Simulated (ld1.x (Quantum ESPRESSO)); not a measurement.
**Ho: pseudopotential generation (part 2 of 2)**

The same run, continued: holmium (Ho, Z = 67), core [Kr] 4d10, reference valence 4f10.5 5s2 5p6 5d0.5 6s2 6p0, valence charge 21. Method: ultrasoft potential, PBEsol, scalar-relativistic, made with ld1.x (Quantum ESPRESSO) 7.5.

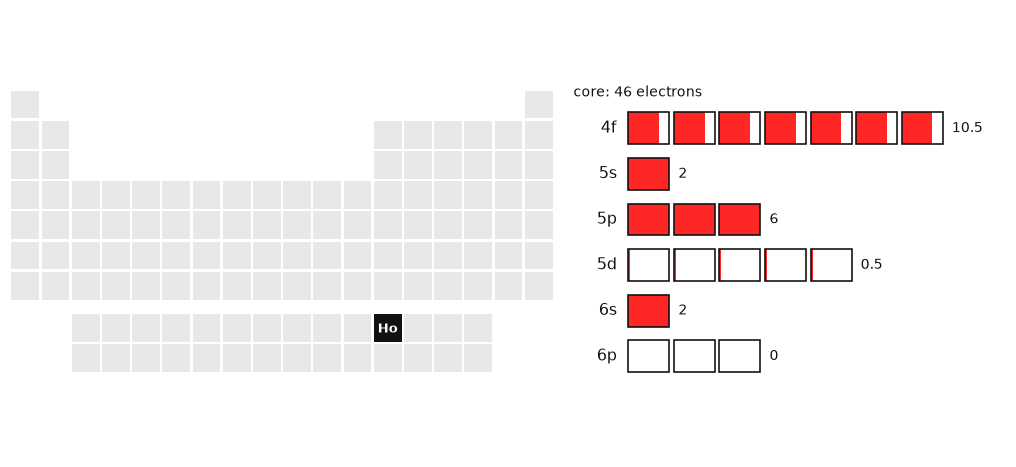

Left, the place of holmium in the periodic table; right, the valence shells of the reference configuration: a box for each of the 2l + 1 orbitals, shaded by the share of the shell that is filled, with the electron count at the right.

**The program's output, continued**
```
       Zero norm: self consistency problem; state:  5 (l=  0, j=0.0)
       Zero norm: self consistency problem; state:  5 (l=  0, j=0.0)
       Zero norm: self consistency problem; state:  5 (l=  0, j=0.0)
       Zero norm: self consistency problem; state:  5 (l=  0, j=0.0)
       Zero norm: self consistency problem; state:  5 (l=  0, j=0.0)
       Zero norm: self consistency problem; state:  5 (l=  0, j=0.0)
       Zero norm: self consistency problem; state:  5 (l=  0, j=0.0)
       Zero norm: self consistency problem; state:  5 (l=  0, j=0.0)
       Zero norm: self consistency problem; state:  5 (l=  0, j=0.0)
       Zero norm: self consistency problem; state:  5 (l=  0, j=0.0)
       Zero norm: self consistency problem; state:  5 (l=  0, j=0.0)
       Zero norm: self consistency problem; state:  5 (l=  0, j=0.0)
       Zero norm: self consistency problem; state:  5 (l=  0, j=0.0)
       Zero norm: self consistency problem; state:  5 (l=  0, j=0.0)
       Zero norm: self consistency problem; state:  5 (l=  0, j=0.0)
       Zero norm: self consistency problem; state:  5 (l=  0, j=0.0)
       Zero norm: self consistency problem; state:  5 (l=  0, j=0.0)
       Zero norm: self consistency problem; state:  5 (l=  0, j=0.0)
       Zero norm: self consistency problem; state:  5 (l=  0, j=0.0)
       Zero norm: self consistency problem; state:  5 (l=  0, j=0.0)
       Zero norm: self consistency problem; state:  5 (l=  0, j=0.0)
       Zero norm: self consistency problem; state:  5 (l=  0, j=0.0)
       Zero norm: self consistency problem; state:  5 (l=  0, j=0.0)
       Zero norm: self consistency problem; state:  5 (l=  0, j=0.0)
       Zero norm: self consistency problem; state:  5 (l=  0, j=0.0)
       Zero norm: self consistency problem; state:  5 (l=  0, j=0.0)
       Zero norm: self consistency problem; state:  5 (l=  0, j=0.0)
       Zero norm: self consistency problem; state:  5 (l=  0, j=0.0)
       Zero norm: self consistency problem; state:  5 (l=  0, j=0.0)
       Zero norm: self consistency problem; state:  5 (l=  0, j=0.0)
       Zero norm: self consistency problem; state:  5 (l=  0, j=0.0)
       Zero norm: self consistency problem; state:  5 (l=  0, j=0.0)
       Zero norm: self consistency problem; state:  5 (l=  0, j=0.0)
       Zero norm: self consistency problem; state:  5 (l=  0, j=0.0)
       Zero norm: self consistency problem; state:  5 (l=  0, j=0.0)
       Zero norm: self consistency problem; state:  5 (l=  0, j=0.0)
       Zero norm: self consistency problem; state:  5 (l=  0, j=0.0)
       Zero norm: self consistency problem; state:  5 (l=  0, j=0.0)
       Zero norm: self consistency problem; state:  5 (l=  0, j=0.0)
       Zero norm: self consistency problem; state:  5 (l=  0, j=0.0)
       Zero norm: self consistency problem; state:  5 (l=  0, j=0.0)
       Zero norm: self consistency problem; state:  5 (l=  0, j=0.0)
       Zero norm: self consistency problem; state:  5 (l=  0, j=0.0)
       Zero norm: self consistency problem; state:  5 (l=  0, j=0.0)
       Zero norm: self consistency problem; state:  5 (l=  0, j=0.0)
       Zero norm: self consistency problem; state:  5 (l=  0, j=0.0)
     Message from routine run_pseudo:
     Warning: convergence not achieved
       Zero norm: self consistency problem; state:  5 (l=  0, j=0.0)
     Computing logarithmic derivative in   3.16318
     Computing the partial wave expansion
     R is outside the sphere for l=    0 j= 0.00
     R is outside the sphere for l=    0 j= 0.00
     R is outside the sphere for l=    1 j= 0.00
     R is outside the sphere for l=    1 j= 0.00
     R is outside the sphere for l=    2 j= 0.00
     R is outside the sphere for l=    2 j= 0.00
     R is outside the sphere for l=    3 j= 0.00
     R is outside the sphere for l=    3 j= 0.00

     ---------------------- Testing the pseudopotential ----------------------

     Ho
     scalar relativistic calculation

     atomic number is 67.00   valence charge is 21.00
     dft =PBESOL   lsd =0 sic =0 latt =0  beta=0.20 tr2=1.0E-14
     mesh =1265 r(mesh) =  99.01857 xmin = -7.00 dx = 0.01250

     n l     nl             e AE (Ry)        e PS (Ry)    De AE-PS (Ry)
     4 3     4F   1(10.50)       -0.45659       -1.51070        1.05411  !
     1 0     5S   1( 2.00)       -3.85647       -4.88922        1.03276  !
     2 1     5P   1( 6.00)       -2.02703       -3.05552        1.02849  !
     3 2     5D   1( 0.50)       -0.12222       -1.04610        0.92388  !
     2 0     6S   1( 2.00)       -0.30341       -0.30341        0.00000
     3 1     6P   1( 0.00)       -0.09187       -0.11944        0.02756  !

     eps = 4.0E-09  iter =201

     Etot =  -25224.375226 Ry,  -12612.187613 Ha, -343195.108538 eV
     Etotps =  -337.328445 Ry,    -168.664222 Ha,   -4589.587300 eV

     Ekin =     387.918799 Ry,     193.959399 Ha,    5277.904132 eV
     Encl =    -767.682714 Ry,    -383.841357 Ha,  -10444.855428 eV
     Ehrt =     302.132019 Ry,     151.066009 Ha,    4110.715533 eV
     Ecxc =     -31.836648 Ry,     -15.918324 Ha,    -433.159660 eV
     Epseu=    -227.859900 Ry,    -113.929950 Ha,   -3100.191876 eV

     ---------------------- End of pseudopotential test ----------------------
```

**Outcome**

```tsv
quantity	value
outcome	not converged
hardware	1 CPU thread, shared host
wall time	2.3 s
```

**What went wrong**

The pseudo-atom did not reach self-consistency.
